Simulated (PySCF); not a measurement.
## Cl³⁺: atomic calculation

- system: Cl³⁺, configuration 1s2 2s2 2p6 3s2 3p2, multiplicity 3.
- method: unrestricted PBEsol, aug-cc-pwCVDZ, non-relativistic, point nucleus (PySCF)

The input:
```python
from pyscf import gto, scf, dft, mp, cc
import basis_set_exchange as bse
mol = gto.M(atom="Cl 0 0 0", charge=3, spin=2, symmetry="D2h",
            basis=gto.basis.parse(bse.get_basis("aug-cc-pwCVDZ", elements=["Cl"], fmt="nwchem")))
mf = dft.UKS(mol, xc="PBEsol")
mf.irrep_nelec = {'Ag': (3, 3), 'B1u': (2, 1), 'B2u': (2, 1), 'B3u': (1, 1)}
mf.kernel()
```

The script is an equivalent of what the driver set up; the driver started from orbitals of its own, so the log can be shorter than this script's would be, and it computed the properties (radii, ⟨L²⟩, response) afterwards. It held the occupations shell by shell, which the script's counts by irreducible representation don't always enforce.

Hardware: 1 CPU thread, shared host.

Log (extracts):
```
damping factor = 0
level_shift factor = 0
DIIS = <class 'pyscf.scf.diis.CDIIS'>
diis_start_cycle = 1
diis_space = 10
diis_damp = 0
SCF conv_tol = 1e-09
SCF conv_tol_grad = None
number electrons alpha = 8  beta = 6
XC functionals = PBEsol
    J. P. Perdew, A. Ruzsinszky, G. I. Csonka, O. A. Vydrov, G. E. Scuseria, L. A. Constantin, X. Zhou, and K. Burke.,  Phys. Rev. Lett. 100, 136406 (2008)
    J. P. Perdew, A. Ruzsinszky, G. I. Csonka, O. A. Vydrov, G. E. Scuseria, L. A. Constantin, X. Zhou, and K. Burke.,  Phys. Rev. Lett. 100, 136406 (2008)
cycle= 1 E= -456.462104612752  delta_E= -0.00744  |g|= 0.0215  |ddm|= 0.249
cycle= 2 E= -456.462148958023  delta_E= -4.43e-05  |g|= 0.00577  |ddm|= 0.0196
cycle= 3 E= -456.462150976309  delta_E= -2.02e-06  |g|= 0.000512  |ddm|= 0.00185
cycle= 4 E= -456.462151034631  delta_E= -5.83e-08  |g|= 6.59e-05  |ddm|= 0.000873
cycle= 5 E= -456.462151035563  delta_E= -9.32e-10  |g|= 2.37e-06  |ddm|= 0.00017
converged SCF energy = -456.462151035563  <S^2> = 2.0020155  2S+1 = 3.0013434
```

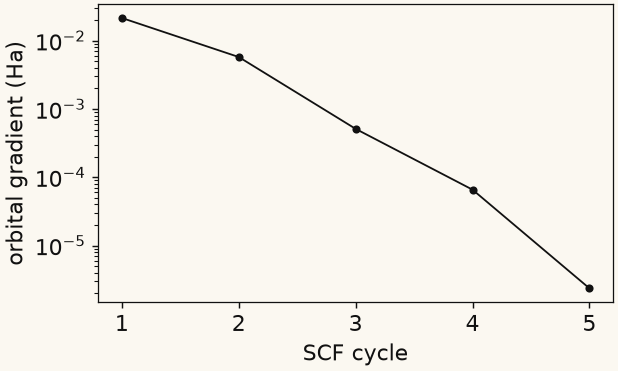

**Figure 1.** Convergence: orbital gradient against the SCF cycle. The residual falls at every step. It goes from 0.021 to 2.4×10⁻⁶ in 5 steps.

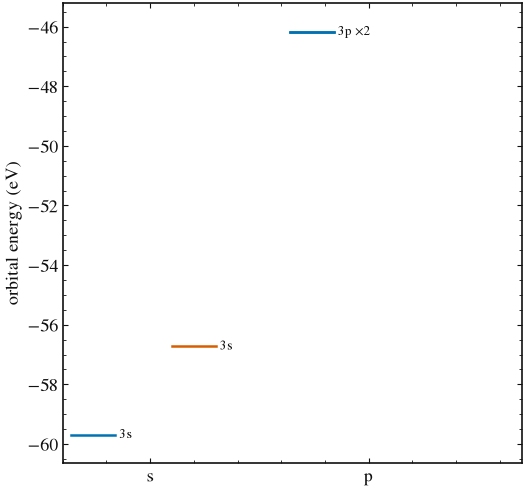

**Figure 2.** Orbital energies of the mean field, from the top down to −59.7 eV, by angular momentum, α spin at the left of each column and β at the right; ×n counts the orbitals under one label. The highest filled orbital is 3p α at −46.2 eV, the lowest empty one p α at −46.0 eV.

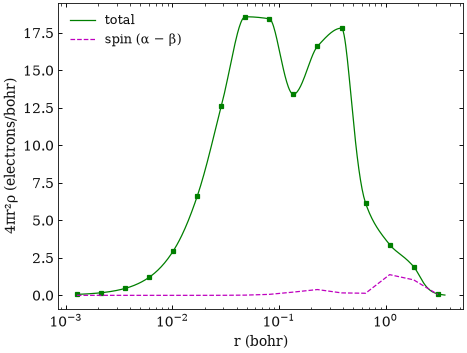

**Figure 3.** Spherically averaged radial density 4πr²ρ of the mean field and its spin part; markers are the stored points, which are sparse, and the line is a monotone interpolation between them. The largest stored value is 18.6 electrons/bohr at r = 0.048 bohr. Root-mean-square radii of the shells: 1s 0.106, 2p 0.453, 2s 0.485, 3s 1.50, 3p 1.63 bohr.

Summary:

- outcome: converged
- total energy: −456.462151 hartree
- kinetic energy: 455.631528 hartree
- ⟨S²⟩: 2.002
- ⟨L²⟩: 2.01
- SCF iterations: 5
